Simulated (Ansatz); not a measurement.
# Geometry relaxation, with input and output: BNH$_{4}$TeO (part 1 of 2)

- system: BNH$_{4}$TeO, SMILES NB(O)[TeH]
- method: RKS LDA/def2-SVP (Ansatz 0.2.0)

It belongs to a series of runs on one base structure; here: end point B relaxed.

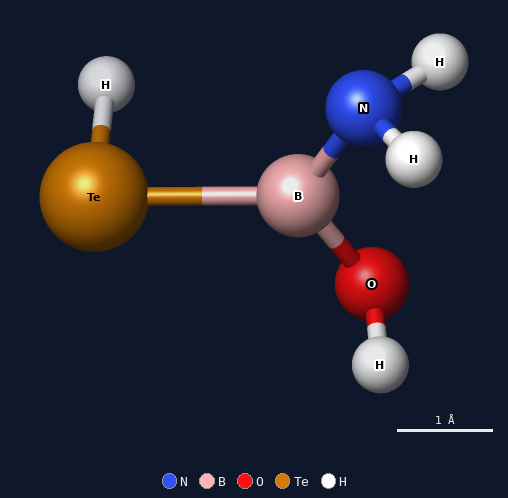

Figure 1. The input geometry (ball-and-stick view, seen at a tilt). Bond lengths as drawn: B–N 1.46 Å, B–O 1.43 Å, B–Te 2.16 Å, H–N 1.07 to 1.10 Å, H–O 1.03 Å and H–Te 1.75 Å.

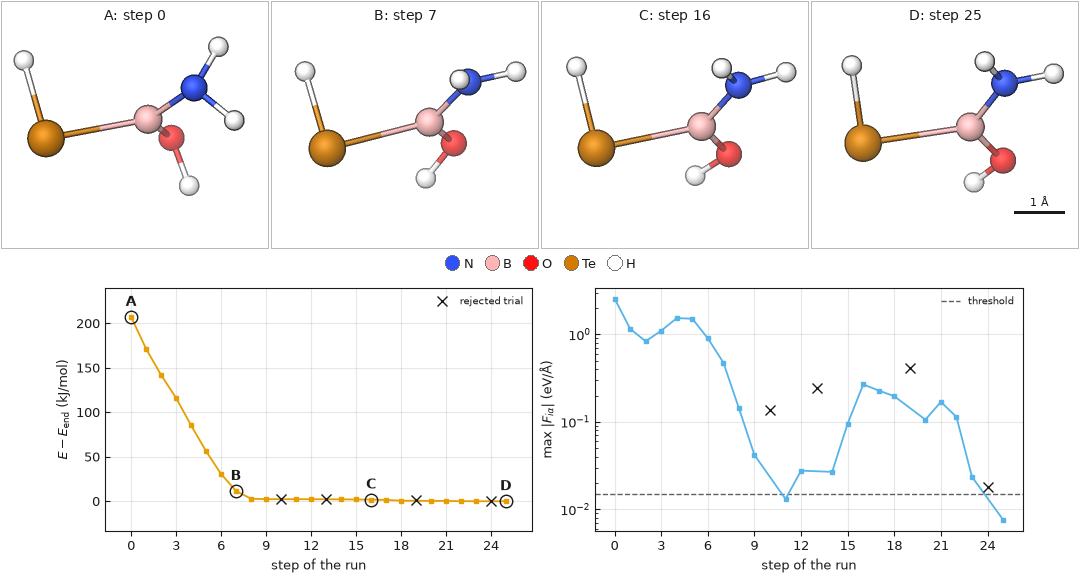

Figure 2. Frames of the relaxation (ball-and-stick view, seen at a tilt) above the curves, on which the letters mark them (the first geometry is step 0 here and step 1 in the log).

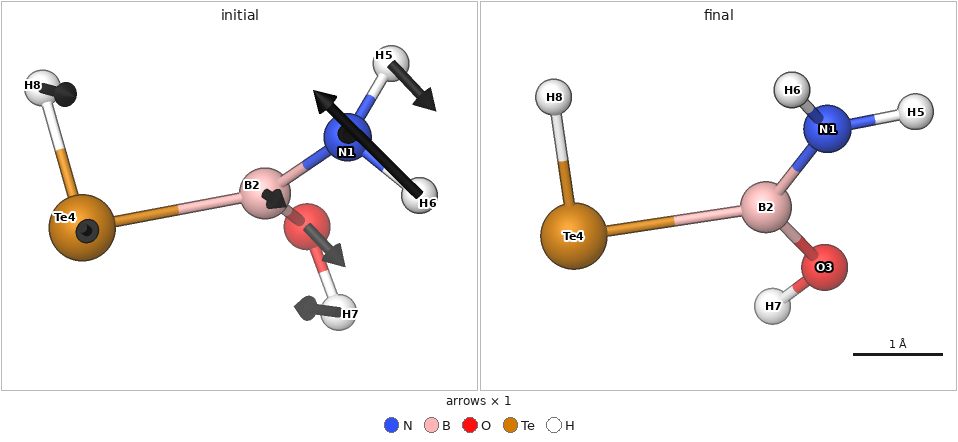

Figure 3. Before (left) and after (right) the relaxation, at one scale (ball-and-stick view, seen at a tilt). The black arrows give the displacements, at true length. Over 25 geometry steps the energy falls by 207.2 kJ/mol. Largest force component: 2.6 eV/Å at the start, 0.0076 eV/Å at the end. The line search rejected the trial steps at points 10, 13, 19, 24 (counted from 0) and went back. The atom that moves furthest after the best rigid fit is H6 (1.72 Å). Largest moves by element: H 1.72 Å, O 0.65 Å, Te 0.41 Å, B 0.33 Å, N 0.28 Å. Among the contacts that change: N1–H5 1.099 → 1.024 Å, B2–O3 1.433 → 1.360 Å, Te4–H8 1.745 → 1.676 Å, N1–B2 1.462 → 1.395 Å. Among the angles that change: B2–N1–H6 110.7° → 124.0°, B2–N1–H5 107.8° → 120.5°, H5–N1–H6 103.2° → 115.3°. (Atoms are counted from 1 in the order of the input.)

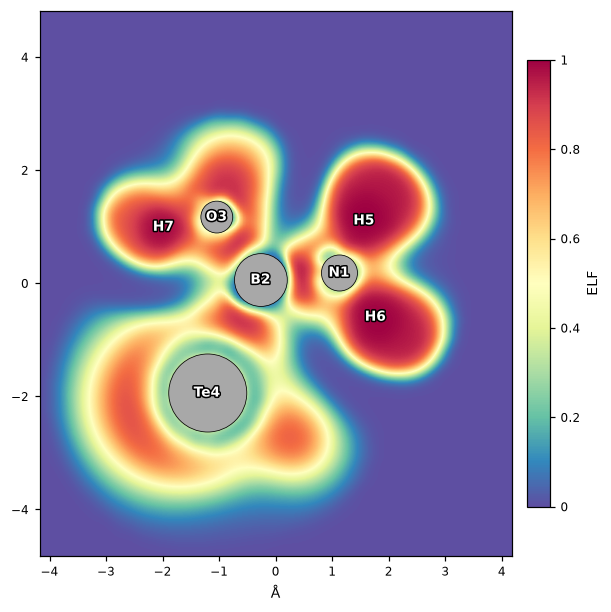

Figure 4. ELF on the plane of atoms N1, B2 and O3. Grey discs, where drawn, cover atomic cores. Atoms in the plane: N, B, O, Te and H. B–N (1.39 Å): the ELF peaks at about 0.95 between the atoms, which marks a polar covalent bond. N–H (1.02 Å): the ELF climbs to about 1 towards the hydrogen; a covalent bond by its length.

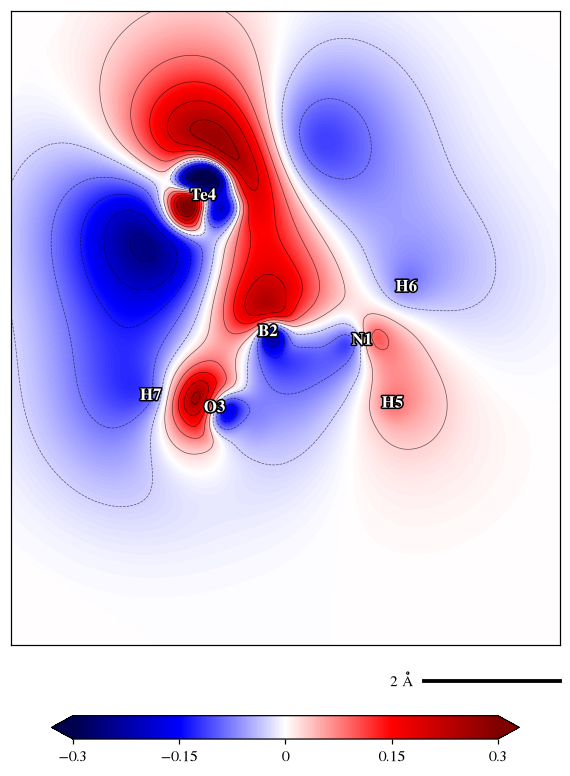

Figure 5. One frontier orbital on the plane of atoms N1, B2 and Te4 (values in Å⁻³ᐟ²; the overall sign is arbitrary). The LUMO, at −1.27 eV. Its weight (Hirshfeld) is mainly on Te4 (55 %), H8 (25 %) and B2 (10 %).

The input that produced these results follows, with the program's output.

Input file
```yaml
crystal:
  periodic: [false, false, false]
  atoms:
    - { symbol: "N", position_ang: [-0.174, 1.3113, 0.0016] }
    - { symbol: B, position_ang: [0.3165, -0.0658, 0.0433] }
    - { symbol: O, position_ang: [1.7046, -0.31, -0.216] }
    - { symbol: Te, position_ang: [-0.9632, -1.7458, 0.4752] }
    - { symbol: H, position_ang: [0.16451, 1.75937, -0.94365] }
    - { symbol: H, position_ang: [0.31154, 1.90737, 0.74221] }
    - { symbol: H, position_ang: [2.186, -0.255, 0.6962] }
    - { symbol: H, position_ang: [-1.3277, -1.9124, -1.2233] }
basis:
  gaussian: { orbitals: def2-SVP }
hamiltonian:
  xc: lda
relax:
  f_tol: 0.015
  max_steps: 40
output:
  orbitals: {}
```

Command:
```bash
ansatz run input.yaml --threads 1 --pin off --max-ram 2048MiB --backend cpu --events-out ev --progress --plain --runs-dir out
```

Output
```
The last accepted step is kept in [file] (removed where the run ends without a failure and the disk answers)
Engine: ansatz 0.2.0, aarch64-unknown-linux-gnu
Functional definition: SPW92
  exchange = slater_x
  correlation = pw_c
1021 factors; their error is unknown
mean field evaluation 1: about -11513.2791 eV, gradient 7.3e1 eV
mean field evaluation 2: about -11429.6227 eV, gradient 1.7e2 eV
mean field evaluation 4: about -11522.8146 eV, gradient 1.8e1 eV
mean field evaluation 8: about -11523.7146 eV, gradient 2.5e-1 eV
mean field evaluation 16: about -11523.6878 eV, gradient 1.4e-3 eV
mean field -11523.68784931 eV, -423.4877174260 hartree, gradient 2.3e-5 eV, S^2 0.000000; 0 other end points of the search recorded, 0 dependent functions left out
the calculation of the forces begins
reference -11523.68788074 eV, -423.4877185810 hartree; 24, 24 occupied and 64, 64 virtual orbitals, 1021 factors
relax step   1: F+E_penalty+E_count = -11523.68784931 eV  Δ(F+E_penalty+E_count) = +0.000e0 eV  max|allowed force component| = 2.570e0 eV/Å  Δτ_max = 0.0000 Å  (29 SCF iters, accepted)
these checks for a lower state are left out or cut short: starts, cluster_reference, orbital_swaps, neighbouring_geometries, increment
1021 factors; their error is unknown
mean field -11524.06001607 eV, -423.5013943020 hartree, gradient 6.3e-6 eV, S^2 0.000000; 0 other end points of the search recorded, 0 dependent functions left out
[... from here on the field's lines of each further geometry are left out, up to the last ...]
relax step   2: F+E_penalty+E_count = -11524.06001607 eV  Δ(F+E_penalty+E_count) = -3.722e-1 eV  max|allowed force component| = 1.159e0 eV/Å  Δτ_max = 0.1943 Å  (35 SCF iters, accepted)
relax step   3: F+E_penalty+E_count = -11524.36484776 eV  Δ(F+E_penalty+E_count) = -3.048e-1 eV  max|allowed force component| = 8.344e-1 eV/Å  Δτ_max = 0.1988 Å  (35 SCF iters, accepted)
relax step   4: F+E_penalty+E_count = -11524.63268707 eV  Δ(F+E_penalty+E_count) = -2.678e-1 eV  max|allowed force component| = 1.103e0 eV/Å  Δτ_max = 0.1974 Å  (34 SCF iters, accepted)
relax step   5: F+E_penalty+E_count = -11524.95176430 eV  Δ(F+E_penalty+E_count) = -3.191e-1 eV  max|allowed force component| = 1.535e0 eV/Å  Δτ_max = 0.1962 Å  (34 SCF iters, accepted)
relax step   6: F+E_penalty+E_count = -11525.25340609 eV  Δ(F+E_penalty+E_count) = -3.016e-1 eV  max|allowed force component| = 1.512e0 eV/Å  Δτ_max = 0.1981 Å  (34 SCF iters, accepted)
relax step   7: F+E_penalty+E_count = -11525.51844167 eV  Δ(F+E_penalty+E_count) = -2.650e-1 eV  max|allowed force component| = 9.024e-1 eV/Å  Δτ_max = 0.1995 Å  (28 SCF iters, accepted)
relax step   8: F+E_penalty+E_count = -11525.71632735 eV  Δ(F+E_penalty+E_count) = -1.979e-1 eV  max|allowed force component| = 4.774e-1 eV/Å  Δτ_max = 0.1997 Å  (34 SCF iters, accepted)
relax step   9: F+E_penalty+E_count = -11525.80570700 eV  Δ(F+E_penalty+E_count) = -8.938e-2 eV  max|allowed force component| = 1.435e-1 eV/Å  Δτ_max = 0.2000 Å  (34 SCF iters, accepted)
relax step  10: F+E_penalty+E_count = -11525.81089268 eV  Δ(F+E_penalty+E_count) = -5.186e-3 eV  max|allowed force component| = 4.187e-2 eV/Å  Δτ_max = 0.0490 Å  (28 SCF iters, accepted)
relax step  11: F+E_penalty+E_count = -11525.80997485 eV  Δ(F+E_penalty+E_count) = +9.178e-4 eV  max|allowed force component| = 1.354e-1 eV/Å  Δτ_max = 0.0229 Å  (28 SCF iters, rejected (line search))
relax step  12: F+E_penalty+E_count = -11525.81138024 eV  Δ(F+E_penalty+E_count) = -4.876e-4 eV  max|allowed force component| = 1.315e-2 eV/Å  Δτ_max = 0.0111 Å  (28 SCF iters, accepted)
relax step  13: F+E_penalty+E_count = -11525.81161209 eV  Δ(F+E_penalty+E_count) = -2.318e-4 eV  max|allowed force component| = 2.773e-2 eV/Å  Δτ_max = 0.0189 Å  (29 SCF iters, accepted)
relax step  14: F+E_penalty+E_count = -11525.81131982 eV  Δ(F+E_penalty+E_count) = +2.923e-4 eV  max|allowed force component| = 2.423e-1 eV/Å  Δτ_max = 0.1466 Å  (28 SCF iters, rejected (line search))
relax step  15: F+E_penalty+E_count = -11525.81271044 eV  Δ(F+E_penalty+E_count) = -1.098e-3 eV  max|allowed force component| = 2.687e-2 eV/Å  Δτ_max = 0.0511 Å  (28 SCF iters, accepted)
relax step  16: F+E_penalty+E_count = -11525.81461864 eV  Δ(F+E_penalty+E_count) = -1.908e-3 eV  max|allowed force component| = 9.574e-2 eV/Å  Δτ_max = 0.0742 Å  (28 SCF iters, accepted)
relax step  17: F+E_penalty+E_count = -11525.81596046 eV  Δ(F+E_penalty+E_count) = -1.342e-3 eV  max|allowed force component| = 2.683e-1 eV/Å  Δτ_max = 0.1097 Å  (28 SCF iters, accepted)
relax step  18: F+E_penalty+E_count = -11525.81948051 eV  Δ(F+E_penalty+E_count) = -3.520e-3 eV  max|allowed force component| = 2.283e-1 eV/Å  Δτ_max = 0.0620 Å  (28 SCF iters, accepted)
relax step  19: F+E_penalty+E_count = -11525.82866017 eV  Δ(F+E_penalty+E_count) = -9.180e-3 eV  max|allowed force component| = 1.966e-1 eV/Å  Δτ_max = 0.2000 Å  (29 SCF iters, accepted)
relax step  20: F+E_penalty+E_count = -11525.82149073 eV  Δ(F+E_penalty+E_count) = +7.169e-3 eV  max|allowed force component| = 4.088e-1 eV/Å  Δτ_max = 0.2000 Å  (34 SCF iters, rejected (line search))
relax step  21: F+E_penalty+E_count = -11525.83092191 eV  Δ(F+E_penalty+E_count) = -2.262e-3 eV  max|allowed force component| = 1.062e-1 eV/Å  Δτ_max = 0.1000 Å  (28 SCF iters, accepted)
relax step  22: F+E_penalty+E_count = -11525.83149657 eV  Δ(F+E_penalty+E_count) = -5.747e-4 eV  max|allowed force component| = 1.693e-1 eV/Å  Δτ_max = 0.0975 Å  (29 SCF iters, accepted)
relax step  23: F+E_penalty+E_count = -11525.83391589 eV  Δ(F+E_penalty+E_count) = -2.419e-3 eV  max|allowed force component| = 1.140e-1 eV/Å  Δτ_max = 0.0354 Å  (28 SCF iters, accepted)
relax step  24: F+E_penalty+E_count = -11525.83492601 eV  Δ(F+E_penalty+E_count) = -1.010e-3 eV  max|allowed force component| = 2.355e-2 eV/Å  Δτ_max = 0.0312 Å  (29 SCF iters, accepted)
relax step  25: F+E_penalty+E_count = -11525.83472718 eV  Δ(F+E_penalty+E_count) = +1.988e-4 eV  max|allowed force component| = 1.807e-2 eV/Å  Δτ_max = 0.0132 Å  (28 SCF iters, rejected (line search))
the calculation of the forces begins
reference -11525.83501981 eV, -423.5666244865 hartree; 24, 24 occupied and 64, 64 virtual orbitals, 1021 factors
```
